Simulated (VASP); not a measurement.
Band structure of NbH (space group Cmme). Method: LDA (Ceperley-Alder, Perdew-Zunger), VASP's LDA PAW potentials (set 64) (plane waves; VASP 6.6.1).

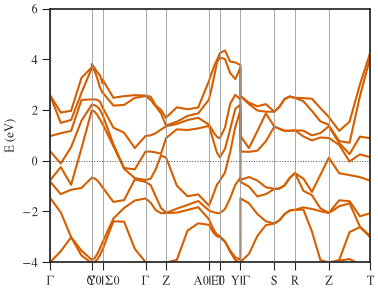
Figure: Bands along high-symmetry lines, zero at the valence-band maximum or, without a gap, the Fermi level

Problem. Read the plot: is there a gap, and where are the band edges?

Solution. It has no gap at this level: it comes out as a metal or semimetal.

The structure comes from a computed database's NbH entry (Cmme); how it stands against other phases isn't given here. The cell was not relaxed at this level.
